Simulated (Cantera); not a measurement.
A closed system holds: 1 mol TiO2, 1.2 mol MgO, 0.47 mol O2, 0.54 mol MgCl2, equilibrated at 0.133 bar.

Cantera equilibrium calculation (NASA polynomials, part measured and part estimated; ideal gas, pure solids and liquids). Candidate condensed phases: Mg, MgCl2, MgO, MgTiO3, MgTi2O5, Mg2TiO4, Ti, TiCl2, TiCl3, TiCl4, TiO, TiO2, Ti2O3, Ti3O5, Ti4O7; 20 gas species. Mutual solubility and eutectic melting of coexisting phases are not modelled. Condensed phases not in the tables: TiOCl, alloys, solid solutions and most ternary compounds. Rates play no part.

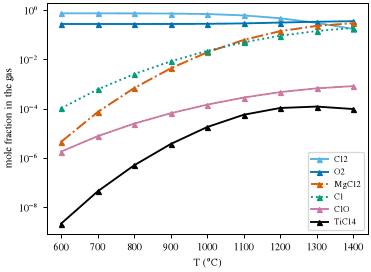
Figure: Equilibrium gas composition (values under 1e-9 drawn at 1e-9)

Question: Read off the mole fractions at 800 °C.

Answer: Cl2 about 0.73, O2 about 0.27, Cl about 0.0025, MgCl2 about 0.00068, ClO about 2.5e-5, TiCl4 about 5.0e-7.
